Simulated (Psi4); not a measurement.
**SnNH3Cl (SMILES [NH2][SnH][Cl]), step by step**

Aim: a geometry optimisation (UHF/def2-SVP), then the harmonic vibrations of SnNH3Cl. 

The calculation is run with Psi4 1.11.

## 1. The structure to begin with

SnNH3Cl has 6 atoms, charge 0, and is taken as a doublet. SMILES: `[NH2][SnH][Cl]`. All atoms were displaced at random from a relaxed shape. The run starts from this shape.

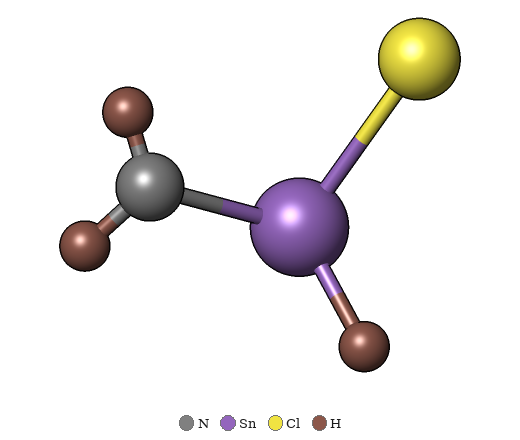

Viewed from a chosen angle; nitrogen grey, tin purple, chlorine yellow, hydrogen brown.

## 2. A structure relaxation at UHF/def2-SVP (density fitting, core potential) (run 1)

Contents of clh3nsn.in:

```
memory 1.6 GB

molecule mol {
  0 2
  N     -1.07950038     0.33598386    -1.84006979
  Sn     0.05927315    -0.67582086     1.79912510
  Cl     4.67581549    -1.25653748     1.01592999
  H     -0.36998759    -0.54155582    -3.13825495
  H     -3.04626497     0.52741689    -1.93685022
  H     -0.30635484     1.64468534     3.93028830
  units bohr
  symmetry c1
}

set {
  reference    uhf
  geom_maxiter 60
}

e, wfn = opt("hf/def2-SVP", return_wfn=True)
print_variables()
```

Run with:

```bash
psi4 clh3nsn.in clh3nsn.out -n 1
```

clh3nsn.out:

```text
[...]
    !!!  WARNING: ECP capability is in beta. Please check occupations closely.  !!!
[...]
  Running in c1 symmetry.
[...]
  Nuclear repulsion =  168.661884818708558
[...]
  Multiplicity = 2
[...]
  Nalpha       = 25
  Nbeta        = 24
[...]
    Number of basis functions: 73
[...]
   @DF-UHF iter   1:  -728.69882397305457   -1.97731e+00   7.33341e-03 DIIS/ADIIS
[...]
    !!!  WARNING: ECP capability is in beta. Please check occupations closely.  !!!
[...]
   @DF-UHF iter   9:  -728.87351911286873   -9.89075e-12   9.30907e-09 DIIS
[...]
   @S^2 Observed:                7.660943162E-01
[...]
    Orbital Energies [Eh]
    ---------------------
    Alpha Occupied:
       1A   -104.757077     2A    -15.557561     3A    -10.519104
       4A     -7.994614     5A     -7.991266     6A     -7.990921
       7A     -5.896394     8A     -4.087472     9A     -4.084896
      10A     -4.080888    11A     -1.359805    12A     -1.354549
      13A     -1.352109    14A     -1.347890    15A     -1.347241
      16A     -1.115536    17A     -1.041918    18A     -0.669805
      19A     -0.654854    20A     -0.518596    21A     -0.485816
      22A     -0.456837    23A     -0.437102    24A     -0.432325
      25A     -0.326780
    Alpha Virtual:
[...]
  @DF-UHF Final Energy:  -728.87351911286873
   => Energetics <=
    Nuclear Repulsion Energy =            173.7486684989885362
    One-Electron Energy =               -1434.0890188915118415
    Two-Electron Energy =                 531.4668312796545706
    Total Energy =                       -728.8735191128687347
  UHF NO Occupations:
  HONO-2 :   23  A 1.9973649
  HONO-1 :   24  A 1.9953230
[...]
 Multipole Moments:
 ------------------------------------------------------------------------------------
     Multipole            Electronic (a.u.)      Nuclear  (a.u.)        Total (a.u.)
 ------------------------------------------------------------------------------------
 L = 1.  Multiply by 2.5417464519 to convert [e a0] to [Debye]
 Dipole X            :        -25.8011294           24.4023869           -1.3987426
 Dipole Y            :         -3.2711569            2.9300291           -0.3411278
 Dipole Z            :         19.8788425          -19.8825368           -0.0036943
 Magnitude           :                                                    1.4397440
[...]
  -Total Gradient:
     Atom            X                  Y                   Z
    ------   -----------------  -----------------  -----------------
       1       -0.000020156381     0.000003786526    -0.000023075101
       2       -0.000010913517     0.000004798399    -0.000019298058
       3        0.000016358520    -0.000002012591     0.000014099255
       4        0.000018849186    -0.000006677785     0.000005650423
       5       -0.000012622662     0.000003276029     0.000018384887
       6        0.000008484852    -0.000003170578     0.000004238594
[...]
    Final optimized geometry and variables:
    Molecular point group: c1
    Full point group: C1
    Geometry (in Bohr), charge = 0, multiplicity = 2:
    N           -2.037001463501     1.099686686087    -2.985503331026
    SN          -0.771812282860    -0.019573721566     0.459185194602
    CL           3.643767775388    -0.486715163875    -0.229532669994
    H           -1.241700589185     0.266709235329    -4.495433385299
    H           -3.912402275941     1.226308456919    -3.251812822639
    H           -1.148681984773     2.443984267058     2.563213847173
  Variable Map:
  ----------------------------------------------------------------------------
  "CURRENT ENERGY"           =>    -728.873519112869
  "CURRENT REFERENCE ENERGY" =>    -728.873519112869
[...]
```

On the terminal:

```text
Optimizer: Optimization complete!
```

Wall time 24 s (1 thread of AMD EPYC 7R43 (Zen 3), shared host); peak memory 0.25 GiB.

Step by step:

```
step  energy from the first frame kept (eV)  largest force (eV/Å)
   0                                 0.0000                8.4513
   1                                -0.4781                0.4573
   2                                -0.4935                0.2309
   3                                -0.4957                0.0868
   4                                -0.4958                0.0191
   5                                -0.4959                0.0069
   6                                -0.4959                0.0016
```

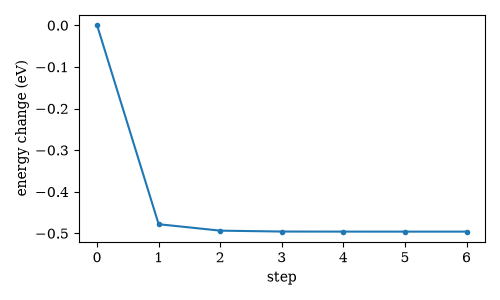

Energy along the run.

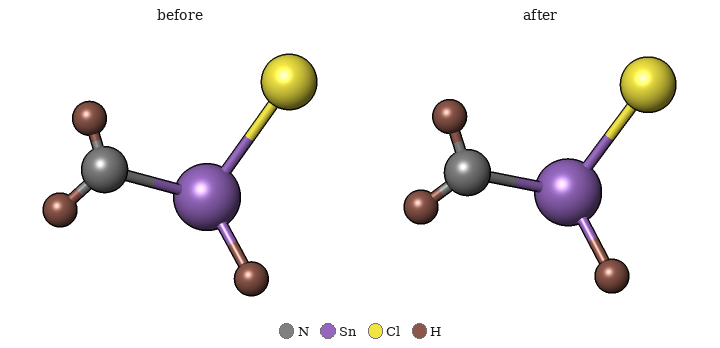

Before and after, at one scale.

After the run. Bond lengths: N1–Sn2 2.030 Å, Sn2–Cl3 2.378 Å, N1–H4 1.005 Å, N1–H5 1.005 Å, Sn2–H6 1.726 Å. Angles: N1–Sn2–Cl3 102.5°, N1–Sn2–H6 108.7°, Cl3–Sn2–H6 106.9°, Sn2–N1–H4 116.6°, Sn2–N1–H5 118.1°, H4–N1–H5 109.4°.

## 3. Vibrational wavenumbers at UHF/def2-SVP (density fitting) (run 2)

Contents of calc.in:

```
memory 1600 mb

molecule m {
  0 2
  N
  Sn 1 r2
  Cl 2 r3 1 a3
  H 1 r4 2 a4 3 d4
  H 1 r5 4 a5 2 d5
  H 2 r6 1 a6 5 d6

  r2 = 2.03023
  r3 = 2.377761
  a3 = 102.51971
  r4 = 1.004914
  a4 = 116.6041
  d4 = 39.2327
  r5 = 1.004612
  a5 = 109.35586
  d5 = -137.26361
  r6 = 1.725968
  a6 = 108.70768
  d6 = -74.36514
  symmetry c1
}

set {
  basis                      def2-SVP
  reference                  uhf
  t                          600.0
  rotational_symmetry_number 1
}

freq("hf")
```

Run with:

```bash
psi4 -n 1 calc.in calc.out
```

calc.out:

```text
Psi4 1.11 release

gradient() will perform analytic gradient computation.

   => Loading Basis Set <=

    Name: DEF2-SVP
    Role: ORBITAL
    Keyword: BASIS

    !!!  WARNING: ECP capability is in beta. Please check occupations closely.  !!!

         ---------------------------------------------------------
                                   SCF
                              UHF Reference
                        1 Threads,   1525 MiB Core
         ---------------------------------------------------------

  ==> Geometry <==

    Molecular point group: c1
    Full point group: C1

    Geometry (in Angstrom), charge = 0, multiplicity = 2:

[... 99 lines left out ...]
                           Total Energy        Delta E     RMS |[F,P]|
[... 6 lines left out ...]
   @DF-UHF iter   5:  -728.87332503472646   -4.05160e-04   9.01579e-05 DIIS
[... 5 lines left out ...]
   @DF-UHF iter  11:  -728.87351909989752   -6.35234e-08   7.34582e-07 DIIS
[... 5 lines left out ...]
  Energy and wave function converged.
[... 46 lines left out ...]
    Final Occupation by Irrep:
[... 37 lines left out ...]
 Dipole X            :         -1.6350615            1.1103137           -0.5247478
[... 205 lines left out ...]
   @DF-UHF iter   1:  -728.74696214053074   -1.88011e+00   6.60367e-03 ADIIS/DIIS
[... 5 lines left out ...]
   @DF-UHF iter   7:  -728.87349108830040   -5.12162e-05   2.93823e-05 DIIS
[... 5 lines left out ...]
   @DF-UHF iter  13:  -728.87351911295332   -2.04545e-09   1.67089e-07 DIIS
[... 8 lines left out ...]
   @S^2 Expected:                7.500000000E-01
[... 52 lines left out ...]
    Nuclear Repulsion Energy =            173.7486558056502020
[... 28 lines left out ...]
 Dipole Z            :         10.2941696          -10.6592298           -0.3650602
[... 26 lines left out ...]
  Nuclear repulsion =  173.748655805650202

  ==> Basis Set <==

  Basis Set: DEF2-SVP
    Blend: DEF2-SVP
    Number of shells: 33
    Number of basis functions: 73
    Number of Cartesian functions: 77
    Spherical Harmonics?: true
    Max angular momentum: 2

  Core potential: DEF2-SVP
    Number of shells: 4
    Number of ECP primitives: 18
    Number of ECP core electrons: 28
    Max angular momentum: 3

  ==> DFJKGrad: Density-Fitted SCF Gradients <==

    Gradient:                    2
    J tasked:                  Yes
    K tasked:                  Yes
    wK tasked:                  No
    Integrals threads:           1
    Memory [MiB]:             1144
    Schwarz Cutoff:          1E-12
    Fitting Condition:       1E-10

   => Auxiliary Basis Set <=

  Basis Set: (DEF2-SVP AUX)
    Blend: DEF2-UNIVERSAL-JKFIT
    Number of shells: 127
    Number of basis functions: 477
    Number of Cartesian functions: 617
    Spherical Harmonics?: true
    Max angular momentum: 5

RuntimeError: Engine::lmax_exceeded -- angular momentum limit exceeded

Printing out the relevant lines from the Psithon --> Python processed input file:
    core.IO.set_default_namespace("m")
    core.set_global_option("BASIS", "def2-SVP")
    core.set_global_option("REFERENCE", "uhf")
    core.set_global_option("T", 600.0)
    core.set_global_option("ROTATIONAL_SYMMETRY_NUMBER", 1)
--> freq("hf")

!-----------------------------------------------------------!
!                                                           !
!  Engine::lmax_exceeded -- angular momentum limit exceeded !
!                                                           !
!-----------------------------------------------------------!

    Psi4 run time: 0:00:09.00
```

Wall time 11 s (1 thread of AMD EPYC 7R43 (Zen 3), shared host); peak memory 0.24 GiB.

The program stopped with an error.

## 4. What came out

| quantity | value |
| --- | --- |
| run 1, UHF/def2-SVP: total energy at the end | -728.87352 Eh |
| run 1, UHF/def2-SVP: dipole moment | 3.66 D |
| run 1, UHF/def2-SVP: HOMO energy (highest over α and β) | -8.89 eV |
| run 1, UHF/def2-SVP: LUMO energy (lowest over α and β) | 0.19 eV |
| run 1, UHF/def2-SVP: ⟨S²⟩ | 0.766 |
| run 2, UHF/def2-SVP | no result (crashed) |

The optimisation (run 1, UHF/def2-SVP) took 7 steps and changed the energy by -0.496 eV. 1 of the 2 runs did not end normally.
